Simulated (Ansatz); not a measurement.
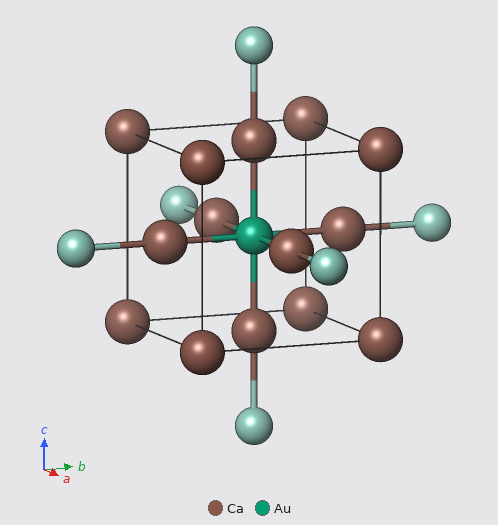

A ball-and-stick rendering, viewed slightly off an axis. Thin lines show the conventional unit cell, with boundary atoms drawn in all their periodic places. Periodic images bonded to atoms of the box are shown as well, in fainter colours.

Ca4Au, space group Pm-3m (No. 221), a = 5.804 Å, b = 5.804 Å, c = 5.804 Å, α = 90.00°, β = 90.00°, γ = 90.00°. Its origin is a random cell made by a generator, so it need not be a real form of the compound. Earlier steps of the study may have refined or changed the cell and positions. An electronic-structure calculation with Ansatz was run on it.

This one geometry was computed with Ansatz (DFT, plane waves, PAW) at three levels of theory: LDA, PBE with spin-orbit coupling and PBE.

### Which level gives the highest pressure at this volume, and what does that say about its equilibrium volume?

Highest: PBE with spin-orbit coupling (-0.1 GPa) and PBE (0.0 GPa), which points to the largest equilibrium volume. Lowest, with the smallest volume: LDA (-2.3 GPa). Levels within 0.5 GPa of each other can't be told apart.

### How does the band gap change with the level of theory?

All levels give a metal.

### Collect the results in a table.

| level | cutoff (eV) | k-mesh of the run's cell | gap (eV) | pressure (GPa) |
| --- | --- | --- | --- | --- |
| LDA | 420 | 8×8×8 | metal | -2.3 |
| PBE with spin-orbit coupling | 420 | 8×8×8 | metal | -0.1 |
| PBE | 420 | 8×8×8 | metal | 0.0 |

Gaps are taken on the k-mesh or band path of each run.
